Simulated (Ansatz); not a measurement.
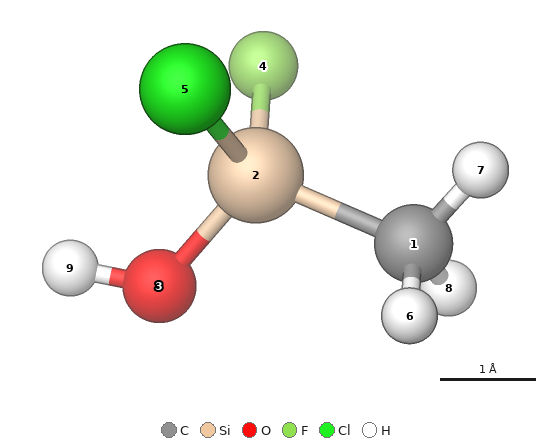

Fig. 1: The structure as given in the input (ball-and-stick view, seen at a tilt; atoms are numbered from 1 in the order of the input).

# Run report: CH₄ClFOSi (charge +1), single-point calculation

System: CH₄ClFOSi, charge +1, multiplicity 2.
Method: RPA (PBE)/def2-SVP, UKS (Ansatz 0.2.0).

The geometry is that of the parent species in another charge or spin state. The geometry comes from this level: PBE0-D4/def2-TZVP.

Output
```
Functional definition: PBE
  name "PBE"
  parameter kappa = 0.804
  parameter beta = 0.06672455060314922
  exchange = pbe_x(kappa = kappa, mu = beta*pi^2/3)
  correlation = pbe_c(beta = beta)
2120 factors; integrals over basis functions are off by at most 8.4e-9 eV
mean field evaluation 1: about -26210.2866 eV, gradient 7.5e1 eV
mean field evaluation 2: about -26210.2744 eV, gradient 7.5e1 eV
mean field evaluation 4: about -26225.9598 eV, gradient 3.7e1 eV
mean field evaluation 8: about -26233.3530 eV, gradient 8.3e0 eV
mean field evaluation 16: about -26233.8344 eV, gradient 1.2e-1 eV
mean field evaluation 32: about -26233.8131 eV, gradient 1.8e0 eV
mean field evaluation 64: about -26233.8349 eV, gradient 2.4e-1 eV
mean field evaluation 96: about -26222.8081 eV, gradient 1.1e1 eV
mean field -26233.83536436 eV, -964.0756677078 hartree, gradient 9.4e-8 eV, S^2 0.751686; 8 other end points of the search recorded, 0 dependent functions left out
13 core orbitals not correlated: weight in the atoms' cores, before any rotation towards them, 1.000 or more for the frozen orbitals, at most 0.000 for the correlated occupied ones
reference -26183.20803944 eV, -962.2151478337 hartree; 16, 15 occupied and 69, 70 virtual orbitals, 2120 factors
Total energy: -26215.77017032 eV, -963.4117840721 hartree
```

This output came from the following input.

The input
```yaml
crystal:
  periodic: [false, false, false]
  atoms:
    - {symbol: C, position_ang: [-1.142400, -0.178600, 0.512200]}
    - {symbol: Si, position_ang: [0.561300, 0.218400, -0.038000]}
    - {symbol: O, position_ang: [1.048100, -0.886600, -1.122500]}
    - {symbol: F, position_ang: [1.553300, 0.230300, 1.206200]}
    - {symbol: Cl, position_ang: [0.689400, 2.097500, -0.845100]}
    - {symbol: H, position_ang: [-1.833600, -0.141900, -0.331500]}
    - {symbol: H, position_ang: [-1.476300, 0.534700, 1.267700]}
    - {symbol: H, position_ang: [-1.171800, -1.182300, 0.942400]}
    - {symbol: H, position_ang: [1.860700, -0.738000, -1.608600]}
basis:
  gaussian: {orbitals: def2-SVP}
magnetization: {spin_polarized: true, initial_magnetization: 1}
correlation: {method: rpa, frozen_orbitals: {C: 1, Cl: 5, F: 1, H: 0, O: 1, Si: 5}}
hamiltonian: {xc: {name: PBE}}
accuracy: high
total_charge: 1
```

Launch command:
```bash
ansatz run run.yaml --threads 1 --pin off --max-ram 3480MiB --events-out events.jsonl --progress --plain --runs-dir runs
```

Results in brief

| quantity | value |
| --- | --- |
| outcome | converged |
| total energy | −963.411784 hartree |
| SCF energy | −964.075668 hartree |
| correlation energy | −1.196636 hartree |
| basis functions | 98 |
| ⟨S²⟩ | 0.752 |
| SCF solution under orbital rotations | stable |
| hardware | 1 thread of Arm Neoverse V2, 24 GiB of memory available, shared host |
| wall time | 50 s |
| peak memory | 0.51 GiB |
